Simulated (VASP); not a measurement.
# Lattice of FeGe across functionals and dispersion corrections

Aim: relax FeGe at several levels and hold each cell against experiment. The levels: LDA, PBEsol, PBE, r2SCAN, PBE + D3(BJ), r2SCAN + rVV10, BLYP + D3(BJ) and RPBE. The start is a cell from a database of measured crystal structures.

Calculated with VASP 6.6.1; LDA, spin-polarised from a ferromagnetic start; plane waves and PAW (Fe, Ge_d), in the first sound run; inputs show where later runs differ.

The experiments to compare with:

“Chiral magnetic excitations in FeGe films” (2016, arxiv:1608.03582) quotes from earlier work for FeGe, cubic B20 (bulk, quoted from earlier work, 290 K): lattice constant a (bulk cubic lattice constant) 4.701 Å [Literature value cited for bulk FeGe].

Most raw output is cut from this account.

### 1. Starting point

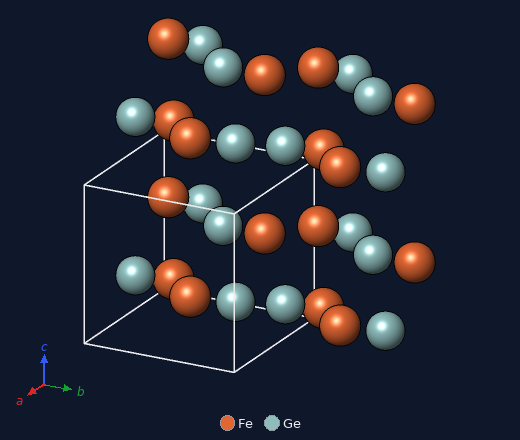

The cell as given, from a free direction (iron orange, germanium teal). 1×2×2 cells are drawn.

Coordinates:

```
Fe Ge
1.0
     4.68900    0.00000    0.00000
     0.00000    4.68900    0.00000
     0.00000    0.00000    4.68900
Fe Ge
4 4
Direct
  0.13500 0.13500 0.13500
  0.36500 0.86500 0.63500
  0.63500 0.36500 0.86500
  0.86500 0.63500 0.36500
  0.84200 0.84200 0.84200
  0.65800 0.15800 0.34200
  0.34200 0.65800 0.15800
  0.15800 0.34200 0.65800
```

### 2. Relaxation with LDA

Properties are meant for the cell that this level of theory prefers, so cell and atoms are relaxed first (ISIF = 3) until forces and stress are small; EDIFFG sets the threshold. LDA, the lowest rung, knows the local density alone.

Contents of INCAR:

```
SYSTEM = FeGe
PREC = Accurate
ENCUT = 520
EDIFF = 1E-06
NELM = 100
ISMEAR = -1
SIGMA = 0.05
LREAL = .FALSE.
ALGO = Normal
GGA = CA
NBANDS = 65
ISPIN = 2
MAGMOM = 3 3 3 3 0 0 0 0
LASPH = .TRUE.
LMAXMIX = 4
LORBIT = 11
LWAVE = .FALSE.
LCHARG = .FALSE.
KPAR = 8
IBRION = 2
NSW = 60
ISIF = 3
EDIFFG = -0.01
```

Contents of POSCAR:

```
FeGe
1.0
    4.6890000000      0.0000000000      0.0000000000
    0.0000000000      4.6890000000      0.0000000000
    0.0000000000      0.0000000000      4.6890000000
Fe Ge
4 4
Direct
    0.1350000000      0.1350000000      0.1350000000
    0.3650000000      0.8650000000      0.6350000000
    0.6350000000      0.3650000000      0.8650000000
    0.8650000000      0.6350000000      0.3650000000
    0.8420000000      0.8420000000      0.8420000000
    0.6580000000      0.1580000000      0.3420000000
    0.3420000000      0.6580000000      0.1580000000
    0.1580000000      0.3420000000      0.6580000000
```

Contents of KPOINTS:

```
Automatic mesh
0
Gamma
5 5 5
0 0 0
```

Potentials, in the order of the species: Fe and Ge_d (PBE family, release 64).

Launch:

```sh
$ mpirun -np 8 vasp_std
```

Wall time 1.7 min (8 MPI ranks of Intel Xeon 6975P-C (Granite Rapids), shared host); peak memory 2.5 GiB.

The moments of the start collapse, so the state is non-magnetic; other starts or orders were not tried. The gap is read on the k-mesh alone, so it is an upper bound where the band edges lie off the mesh. The PAW data sets were made with PBE, though LDA sets exist; this is a small mismatch. After so large a change of volume the plane waves of the start cell no longer fit, so the final stress carries a basis-set error. The run keeps the 12 symmetry operations of its start, so it cannot find a distortion of lower symmetry.

Step by step:

| step | energy less that of the first step (eV) | largest force (eV/Å) | pressure (GPa) | volume (Å³) |
| --- | --- | --- | --- | --- |
| 1 | 0.0000 | 0.2101 | -14.61 | 103.10 |
| 2 | 0.0531 | 0.5930 | 22.32 | 86.54 |
| 3 | -0.4207 | 0.3539 | -1.36 | 94.42 |
| 4 | -0.4231 | 0.3442 | -0.18 | 93.89 |
| 5 | -0.4230 | 0.3430 | 0.34 | 93.71 |
| 6 | -0.4366 | 0.0933 | 0.81 | 93.54 |
| 7 | -0.4374 | 0.0133 | 0.96 | 93.48 |
| 8 | -0.4369 | 0.0465 | -0.93 | 94.38 |
| 9 | -0.4387 | 0.0170 | -0.08 | 93.87 |
| 10 | -0.4387 | 0.0152 | 0.21 | 93.84 |
| 11 | -0.4387 | 0.0168 | 0.00 | 93.86 |
| 12 | -0.4388 | 0.0107 | 0.05 | 93.87 |
| 13 | -0.4388 | 0.0032 | 0.00 | 93.89 |

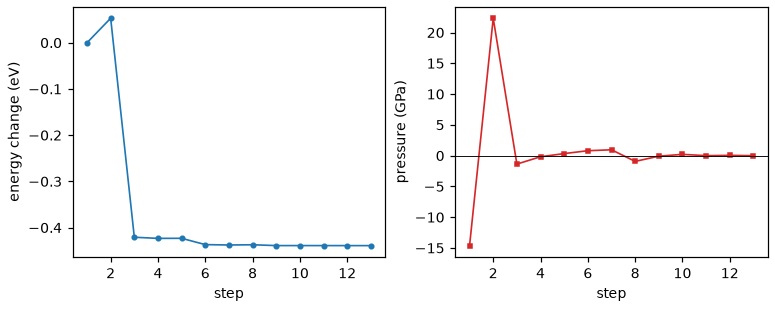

Energy and pressure along the relaxation.

| conventional cell, symmetrised | before | after | change |
| --- | --- | --- | --- |
| a (Å) | 4.689 | 4.545 | -3.1 % |
| b (Å) | 4.689 | 4.545 | -3.1 % |
| c (Å) | 4.689 | 4.545 | -3.1 % |
| volume (Å³/atom) | 12.89 | 11.74 | -8.9 % |

The atoms that moved most (Å, as changes of fractional coordinates times the final cell):

| atom | dx | dy | dz | length |
| --- | --- | --- | --- | --- |
| Ge7 | -0.015 | 0.015 | 0.015 | 0.025 |
| Ge8 | 0.015 | -0.015 | 0.015 | 0.025 |
| Ge6 | 0.015 | 0.015 | -0.015 | 0.025 |
| Ge5 | -0.015 | -0.015 | -0.015 | 0.025 |

The relaxed structure:

```xyz
8
Lattice="4.5451 0.0000 0.0000 0.0000 4.5451 0.0000 0.0000 0.0000 4.5451" Properties=species:S:1:pos:R:3 pbc="T T T"
Fe    0.6126    0.6126    0.6126
Fe    1.6600    3.9325    2.8851
Fe    2.8851    1.6600    3.9325
Fe    3.9325    2.8851    1.6600
Ge    3.8123    3.8123    3.8123
Ge    3.0054    0.7328    1.5397
Ge    1.5397    3.0054    0.7328
Ge    0.7328    1.5397    3.0054
```

Numbers from this step:

| Quantity | Value |
| --- | --- |
| electrons | 88 |
| bands | 65 |
| irreducible k-points | 11 |
| symmetry operations | 12 |
| free energy (TOTEN) | -60.0220 eV |
| energy at zero smearing | -59.9898 eV |
| Fermi energy | 8.653 eV |
| pressure | 2.91e-4 GPa |
| metallic | no |
| valence top at k | 0.2, 0, 0 |
| conduction bottom at k | 0.4, 0.2, 0 |
| least direct gap at k | 0.4, 0.2, 0 |
| SCF cycles over all ionic steps | 99 |
| gap on the k-mesh | 0.1014 eV |
| least direct gap on the k-mesh | 0.1485 eV |

The spin moment in the PAW sphere vanishes on all atoms.

It ends with a largest force of 0.003 eV/Å and a pressure of 0.00 GPa. The volume lies -8.9 % from that of the database's start, which holds the thermal and zero-point expansion of its experiment. LDA is known to overbind. The conventional cell has a = 4.545 Å. The moments are lost on the way, which shrinks a magnet's cell; a magnetic solution may have been missed.

### 3. Relaxation with PBEsol

This step: PBEsol, spin-polarised from a ferromagnetic start; plane waves and PAW (Fe, Ge_d) (VASP 6.6.1).

PBEsol restores the gradient expansion of exchange and is tuned for the cells of solids.

Changes to INCAR since step 2:

```diff
@@ -9,3 +9,3 @@
 ALGO = Normal
-GGA = CA
+GGA = PS
 NBANDS = 65
```

POSCAR is that of step 2.

KPOINTS is that of step 2.

Launch:

```sh
$ mpirun -np 8 vasp_std
```

Elapsed: 97 s, on 8 MPI ranks; peak memory 2.9 GiB; 12 min of CPU time.

The magnetic state follows from one typed start and may not be the lowest. The k-mesh is coarse for a metal. The PAW data sets were made with PBE, which is usual practice but a small mismatch for other functionals.

Step by step:

| step | energy less that of the first step (eV) | largest force (eV/Å) | pressure (GPa) | volume (Å³) |
| --- | --- | --- | --- | --- |
| 1 | 0.0000 | 0.1233 | -9.66 | 103.10 |
| 2 | 0.0424 | 0.4256 | 13.12 | 91.93 |
| 3 | -0.1782 | 0.1114 | -0.04 | 97.59 |
| 4 | -0.1800 | 0.0675 | -0.13 | 97.52 |
| 5 | -0.1809 | 0.0268 | -0.11 | 97.44 |
| 6 | -0.1810 | 0.0335 | -0.10 | 97.41 |
| 7 | -0.1812 | 0.0101 | 0.00 | 97.28 |
| 8 | -0.1812 | 0.0046 | 0.29 | 97.25 |
| 9 | -0.1812 | 0.0089 | -0.01 | 97.27 |

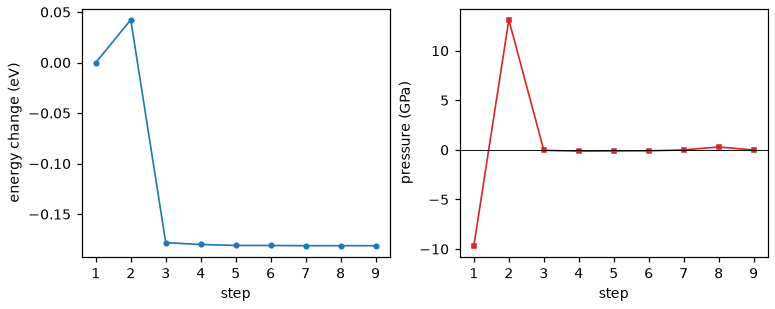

Energy and pressure along the relaxation.

| conventional cell, symmetrised | before | after | change |
| --- | --- | --- | --- |
| a (Å) | 4.689 | 4.599 | -1.9 % |
| b (Å) | 4.689 | 4.599 | -1.9 % |
| c (Å) | 4.689 | 4.599 | -1.9 % |
| volume (Å³/atom) | 12.89 | 12.16 | -5.6 % |

The atoms that moved most (Å, as changes of fractional coordinates times the final cell):

| atom | dx | dy | dz | length |
| --- | --- | --- | --- | --- |
| Fe2 | -0.006 | -0.006 | 0.006 | 0.010 |
| Fe3 | 0.006 | -0.006 | -0.006 | 0.010 |
| Fe4 | -0.006 | 0.006 | -0.006 | 0.010 |
| Fe1 | 0.006 | 0.006 | 0.006 | 0.010 |

Final coordinates:

```xyz
8
Lattice="4.5990 0.0000 0.0000 0.0000 4.5990 0.0000 0.0000 0.0000 4.5990" Properties=species:S:1:pos:R:3 pbc="T T T"
Fe    0.6268    0.6268    0.6268
Fe    1.6727    3.9722    2.9263
Fe    2.9263    1.6727    3.9722
Fe    3.9722    2.9263    1.6727
Ge    3.8718    3.8718    3.8718
Ge    3.0267    0.7272    1.5723
Ge    1.5723    3.0267    0.7272
Ge    0.7272    1.5723    3.0267
```

This step gave:

| Property | Result |
| --- | --- |
| free energy (TOTEN) | -57.0911 eV |
| energy at zero smearing | -57.0639 eV |
| Fermi energy | 8.503 eV |
| pressure | -0.008018 GPa |
| moment of the cell, from the last line of the log | 4.060 μB |
| metallic | yes |
| SCF cycles over all ionic steps | 73 |

Spin moment in the PAW sphere by atom:

| atom | spin moment in the PAW sphere (μB) |
| --- | --- |
| Fe1 | 1.10 |
| Fe2 | 1.10 |
| Fe3 | 1.10 |
| Fe4 | 1.10 |
| Ge5 | -0.07 |
| Ge6 | -0.07 |
| Ge7 | -0.07 |
| Ge8 | -0.07 |

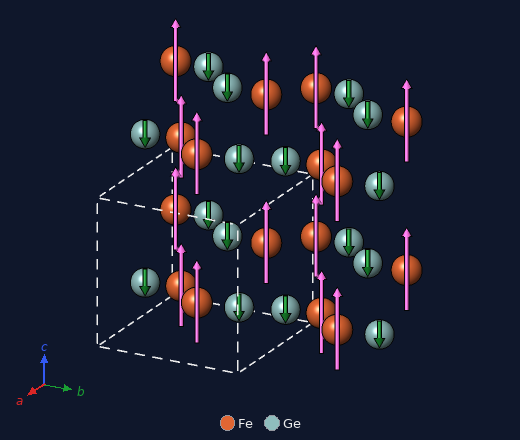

Spin moment in the PAW sphere as arrows, the longest 1.10 μB. Up and down stand for the sign. Arrows give size and sign along the axis of quantisation, drawn up and down the page. Each arrow also spans its atom, so small moments look longer than they are. The two directions have two colours. 1×2×2 cells are drawn.

It ends at 12.16 Å³/atom, -5.6 % from the start, with -0.01 GPa left. The conventional cell has a = 4.599 Å. The largest moment is 1.10 μB.

### 4. Relaxation with PBE

This step: PBE, spin-polarised from a ferromagnetic start; plane waves and PAW (Fe, Ge_d) (VASP 6.6.1).

PBE, the usual starting point, adds the gradient of the density.

Changes to INCAR since step 3:

```diff
@@ -9,3 +9,3 @@
 ALGO = Normal
-GGA = PS
+GGA = PE
 NBANDS = 65
```

POSCAR is that of step 3.

KPOINTS is that of step 3.

Launch:

```sh
$ mpirun -np 8 vasp_std
```

Elapsed: 64 s, on 8 MPI ranks; peak memory 2.9 GiB; 8 min of CPU time.

Relaxation path:

| step | energy less that of the first step (eV) | largest force (eV/Å) | pressure (GPa) | volume (Å³) |
| --- | --- | --- | --- | --- |
| 1 | 0.0000 | 0.0551 | -2.47 | 103.10 |
| 2 | -0.0004 | 0.0716 | 2.39 | 100.16 |
| 3 | -0.0119 | 0.0214 | 0.02 | 101.63 |
| 4 | -0.0119 | 0.0222 | -0.25 | 101.66 |
| 5 | -0.0120 | 0.0101 | 0.09 | 101.63 |
| 6 | -0.0120 | 0.0077 | -0.01 | 101.62 |

| conventional cell, symmetrised | before | after | change |
| --- | --- | --- | --- |
| a (Å) | 4.689 | 4.667 | -0.5 % |
| b (Å) | 4.689 | 4.667 | -0.5 % |
| c (Å) | 4.689 | 4.667 | -0.5 % |
| volume (Å³/atom) | 12.89 | 12.70 | -1.4 % |

The relaxed structure:

```xyz
8
Lattice="4.6666 0.0000 0.0000 0.0000 4.6666 0.0000 0.0000 0.0000 4.6666" Properties=species:S:1:pos:R:3 pbc="T T T"
Fe    0.6295    0.6295    0.6295
Fe    1.7038    4.0370    2.9628
Fe    2.9628    1.7038    4.0370
Fe    4.0370    2.9628    1.7038
Ge    3.9281    3.9281    3.9281
Ge    3.0717    0.7384    1.5948
Ge    1.5948    3.0717    0.7384
Ge    0.7384    1.5948    3.0717
```

It ends at 12.70 Å³/atom, -1.4 % from the start, with -0.01 GPa left. The conventional cell has a = 4.667 Å. Against its usual tendency, PBE gives a cell smaller than the listed one. The largest moment is 1.17 μB.

### 5. Relaxation with r2SCAN

This step: r2SCAN, spin-polarised from a ferromagnetic start; plane waves and PAW (Fe, Ge_d) (VASP 6.6.1).

r2SCAN adds the kinetic-energy density, costs more than a GGA and is run with LASPH.

Changes to INCAR since step 4:

```diff
@@ -9,3 +9,4 @@
 ALGO = Normal
-GGA = PE
+METAGGA = R2SCAN
+LASPH = .TRUE.
 NBANDS = 65
@@ -13,3 +14,2 @@
 MAGMOM = 3 3 3 3 0 0 0 0
-LASPH = .TRUE.
 LMAXMIX = 4
```

POSCAR is that of step 4.

KPOINTS is that of step 4.

Launch:

```sh
$ mpirun -np 8 vasp_std
```

Wall time 3.3 min (8 MPI ranks); peak memory 3.1 GiB; 25 min of CPU time.

SCAN-type functionals tend to overstate the moments of itinerant magnets.

Step by step:

| step | energy less that of the first step (eV) | largest force (eV/Å) | pressure (GPa) | volume (Å³) |
| --- | --- | --- | --- | --- |
| 1 | 0.0000 | 0.2523 | 1.37 | 103.10 |
| 2 | -0.0171 | 0.1119 | 0.10 | 104.75 |
| 3 | -0.0181 | 0.0738 | -0.29 | 105.21 |
| 4 | -0.0181 | 0.0689 | -0.34 | 105.26 |
| 5 | -0.0193 | 0.0115 | -0.01 | 104.95 |
| 6 | -0.0193 | 0.0075 | 0.15 | 104.92 |
| 7 | -0.0193 | 0.0097 | -0.05 | 104.94 |

| conventional cell, symmetrised | before | after | change |
| --- | --- | --- | --- |
| a (Å) | 4.689 | 4.717 | +0.6 % |
| b (Å) | 4.689 | 4.717 | +0.6 % |
| c (Å) | 4.689 | 4.717 | +0.6 % |
| volume (Å³/atom) | 12.89 | 13.12 | +1.8 % |

The atoms that moved most (Å, as changes of fractional coordinates times the final cell):

| atom | dx | dy | dz | length |
| --- | --- | --- | --- | --- |
| Ge5 | 0.012 | 0.012 | 0.012 | 0.021 |
| Ge8 | -0.012 | 0.012 | -0.012 | 0.021 |
| Ge6 | -0.012 | -0.012 | 0.012 | 0.021 |
| Ge7 | 0.012 | -0.012 | -0.012 | 0.021 |

The relaxed structure:

```xyz
8
Lattice="4.7168 0.0000 0.0000 0.0000 4.7168 0.0000 0.0000 0.0000 4.7168" Properties=species:S:1:pos:R:3 pbc="T T T"
Fe    0.6348    0.6348    0.6348
Fe    1.7235    4.0819    2.9932
Fe    2.9932    1.7235    4.0819
Fe    4.0819    2.9932    1.7235
Ge    3.9835    3.9835    3.9835
Ge    3.0917    0.7333    1.6251
Ge    1.6251    3.0917    0.7333
Ge    0.7333    1.6251    3.0917
```

Spin moment in the PAW sphere by atom:

| atom | spin moment in the PAW sphere (μB) |
| --- | --- |
| Fe1 | 2.23 |
| Fe2 | 2.23 |
| Fe3 | 2.23 |
| Fe4 | 2.23 |
| Ge5 | -0.13 |
| Ge6 | -0.13 |
| Ge7 | -0.13 |
| Ge8 | -0.13 |

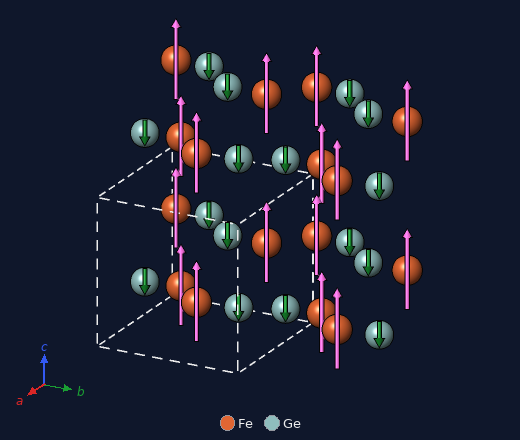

Spin moment in the PAW sphere as arrows, the longest 2.23 μB. Up and down stand for the sign. Arrows give size and sign along the axis of quantisation, drawn up and down the page. Each arrow also spans its atom, so small moments look longer than they are. The two directions have two colours. 1×2×2 cells are drawn.

It ends at 13.12 Å³/atom, +1.8 % from the start, with -0.05 GPa left. The conventional cell has a = 4.717 Å. The largest moment is 2.23 μB.

### 6. Relaxation with PBE + D3(BJ)

This step: PBE with D3(BJ), spin-polarised from a ferromagnetic start; plane waves and PAW (Fe, Ge_d) (VASP 6.6.1).

A dispersion term adds the long-range attraction that semilocal functionals lack. D3 with Becke-Johnson damping keeps a finite attraction at short range.

Changes to INCAR since step 5:

```diff
@@ -9,4 +9,4 @@
 ALGO = Normal
-METAGGA = R2SCAN
-LASPH = .TRUE.
+GGA = PE
+IVDW = 12
 NBANDS = 65
@@ -14,2 +14,3 @@
 MAGMOM = 3 3 3 3 0 0 0 0
+LASPH = .TRUE.
 LMAXMIX = 4
```

POSCAR is that of step 5.

KPOINTS is that of step 5.

Launch:

```sh
$ mpirun -np 8 vasp_std
```

Elapsed: 1.8 min, on 8 MPI ranks; peak memory 3 GiB.

Dispersion corrections of this kind ignore metallic screening and tend to overbind metals.

It ends at 12.29 Å³/atom, -4.7 % from the start, with -0.08 GPa left. The conventional cell has a = 4.615 Å. The largest moment is 1.13 μB. Against plain PBE, the dispersion term moves a by -1.1 %.

### 7. Relaxation with r2SCAN + rVV10

This step: r2SCAN with rVV10, spin-polarised from a ferromagnetic start; plane waves and PAW (Fe, Ge_d) (VASP 6.6.1).

LUSE_VDW switches on a nonlocal correlation term for dispersion.

Changes to INCAR since step 6:

```diff
@@ -9,4 +9,8 @@
 ALGO = Normal
-GGA = PE
-IVDW = 12
+METAGGA = R2SCAN
+LUSE_VDW = .TRUE.
+IVDW_NL = 2
+BPARAM = 11.95
+CPARAM = 0.0093
+LASPH = .TRUE.
 NBANDS = 65
@@ -14,3 +18,2 @@
 MAGMOM = 3 3 3 3 0 0 0 0
-LASPH = .TRUE.
 LMAXMIX = 4
```

POSCAR is that of step 6.

KPOINTS is that of step 6.

Launch:

```sh
$ mpirun -np 8 vasp_std
```

Elapsed: 5 min, on 8 MPI ranks; peak memory 4.6 GiB.

Spin moment in the PAW sphere by atom:

| atom | spin moment in the PAW sphere (μB) |
| --- | --- |
| Fe1 | 2.14 |
| Fe2 | 2.14 |
| Fe3 | 2.14 |
| Fe4 | 2.14 |
| Ge5 | -0.14 |
| Ge6 | -0.14 |
| Ge7 | -0.14 |
| Ge8 | -0.14 |

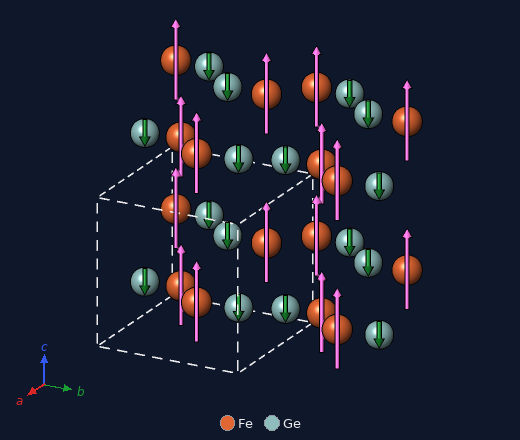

Spin moment in the PAW sphere as arrows, the longest 2.14 μB. Up and down stand for the sign. Arrows give size and sign along the axis of quantisation, drawn up and down the page. Each arrow also spans its atom, so small moments look longer than they are. The two directions have two colours. 1×2×2 cells are drawn.

It ends at 12.90 Å³/atom, +0.1 % from the start, with -0.06 GPa left. The conventional cell has a = 4.691 Å. The largest moment is 2.14 μB. Against plain r2SCAN, the dispersion term moves a by -0.6 %.

[end of part 1 of 2]

[Lines on the potential files, build, host, timing and source positions are cut from VASP's logs without a mark.]

[Logs are printed without paths, hosts, clocks, repeated set-up lines and the standing remarks that a program may print on its own settings, such as how far it seeks lower states.]

[Hosts, paths, dates, database ids (printed as entryN), source tags and the programs' standing remarks are cut or masked in the printed files.]

[Measured values are set beside computed ones only where the two were judged alike; some that the calculation misses by far are left out.]
